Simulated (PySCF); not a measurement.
NMR shielding calculation of C2H7NSi

System: C2H7NSi, SMILES C=C[SiH2]N.
Method: GIAO BHandHLYP/pcSseg-2 NMR shielding, non-relativistic, gas phase (PySCF 2.14.0).

The geometry comes from this level: PBE0-D3(BJ)/def2-SVP. Figures and captions count atoms from 1; the log counts them from 0 in places.

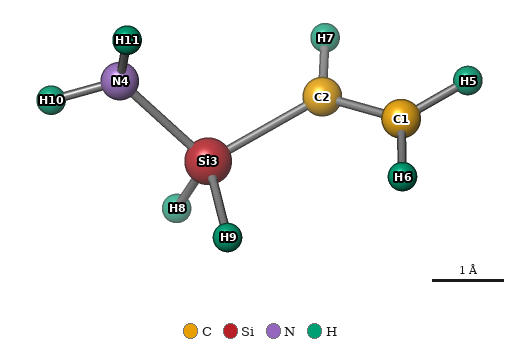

*The structure as given in the input (ball-and-stick view, seen on its broad side; atoms are numbered from 1 in the order of the input).*

Input:
```
{"job": {"kind": "nmr", "xc": "BHandHLYP", "basis": "pcSseg-2", "pop": false}, "charge": 0, "multiplicity": 1}
C     -2.035593     0.086315    -0.289767
C     -0.917663     0.213161     0.434816
Si     0.696066    -0.603051    -0.032355
N      1.941159     0.599322    -0.122895
H     -2.978743     0.565609    -0.002618
H     -2.058273    -0.508810    -1.210560
H     -0.953903     0.827169     1.344859
H      1.151144    -1.578932     1.006246
H      0.417580    -1.374488    -1.293917
H      2.912011     0.309713    -0.080845
H      1.830863     1.375421    -0.766829
```

The first line tells a small driver script what to run in PySCF; the rest is the geometry in Å.

Launch command:
```bash
OMP_NUM_THREADS=1 python <driver script> task.json out
```

The program's output:
```
coarse grid: 9200 points
cycle   1  E = -424.6116446869  dE =  1.514e-01  |g| = 4.069e-01  |ddm| = 2.230e+00
cycle   2  E = -424.6208229719  dE = -9.178e-03  |g| = 3.765e-01  |ddm| = 5.371e-01
cycle   3  E = -424.6508927368  dE = -3.007e-02  |g| = 4.843e-02  |ddm| = 2.527e-01
cycle   4  E = -424.6513603228  dE = -4.676e-04  |g| = 2.099e-02  |ddm| = 4.558e-02
cycle   5  E = -424.6514664906  dE = -1.062e-04  |g| = 4.116e-03  |ddm| = 1.630e-02
cycle   6  E = -424.6514703967  dE = -3.906e-06  |g| = 1.412e-03  |ddm| = 3.513e-03
final grid: 82944 points
cycle   7  E = -424.6582437251  dE = -1.950e-05  |g| = 3.191e-03  |ddm| = 2.130e-02
cycle   8  E = -424.6582434841  dE =  2.409e-07  |g| = 3.351e-03  |ddm| = 3.674e-03
cycle   9  E = -424.6582459174  dE = -2.433e-06  |g| = 2.624e-04  |ddm| = 1.849e-03
cycle  10  E = -424.6582459301  dE = -1.279e-08  |g| = 1.324e-04  |ddm| = 2.908e-04
cycle  11  E = -424.6582459347  dE = -4.553e-09  |g| = 3.187e-05  |ddm| = 1.151e-04
cycle  12  E = -424.6582459349  dE = -2.146e-10  |g| = 8.515e-06  |ddm| = 2.380e-05
```

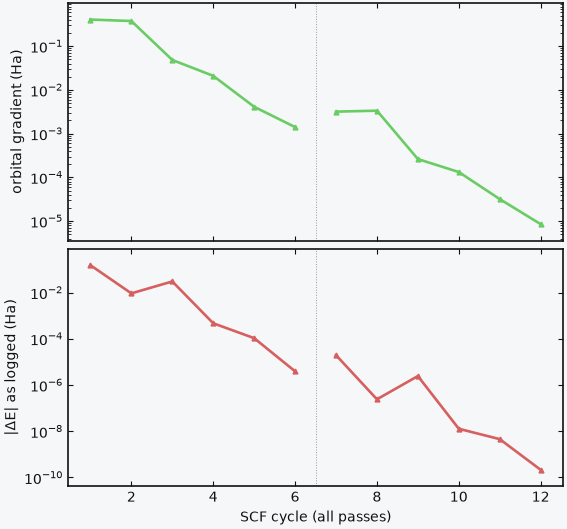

*Convergence of the self-consistent field: orbital gradient and size of the energy change against the SCF cycle. The dotted line marks the change from a coarse to the final integration grid.*

The first 6 cycles use a coarse grid, the final grid takes over at cycle 7, and the field converges after 12 cycles in all.

```
converged SCF energy = -424.6582459349

GIAO shielding tensors (ppm)
atom      isotropic    diamagn.    paramagn.     s11        s22        s33       span
  0 C       35.401     250.223    -214.822   -104.075     47.734    162.544    266.619
  1 C       34.733     255.979    -221.246    -96.459     26.878    173.780    270.238
  2 Si     378.858     875.841    -496.983    338.974    379.866    417.734     78.759
  3 N      250.491     315.647     -65.156    222.921    254.474    274.077     51.155
  4 H       25.057      29.301      -4.244     21.728     24.518     28.926      7.198
  5 H       25.173      31.435      -6.262     21.547     24.843     29.129      7.581
  6 H       24.949      31.600      -6.651     22.030     25.145     27.673      5.643
  7 H       26.797      29.234      -2.437     24.147     25.328     30.916      6.770
  8 H       26.741      29.990      -3.249     23.710     25.597     30.917      7.206
  9 H       31.105      30.262       0.843     24.356     26.513     42.447     18.091
 10 H       31.348      31.932      -0.584     24.734     27.813     41.497     16.763
```

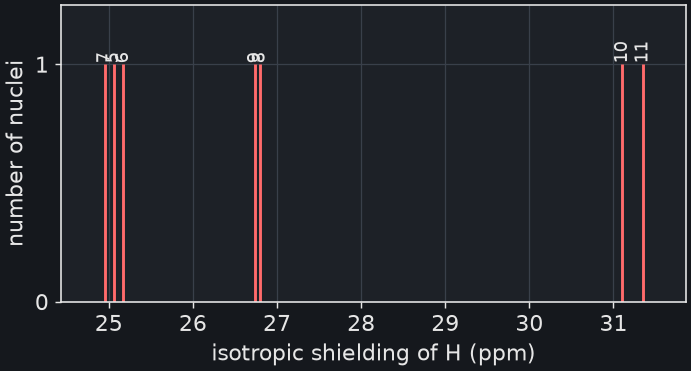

*Isotropic shieldings of the hydrogen nuclei in this fixed geometry, labelled by atom number; shielding grows to the right, so chemical shift grows to the left.*

The least shielded is H7 (24.9 ppm), the most shielded H11 (31.3 ppm).

Results in brief:

- outcome: converged
- total energy: −424.658246 hartree
- HOMO: −8.70 eV
- LUMO: 0.43 eV
- dipole moment: 0.99 D
- isotropic shielding, C: 34.7 to 35.4 ppm
- isotropic shielding, Si: 378.9 ppm
- isotropic shielding, N: 250.5 ppm
- isotropic shielding, H: 24.9 to 31.3 ppm
- hardware: 1 CPU thread, shared host
- wall time: 31 s
- peak memory: 0.94 GiB
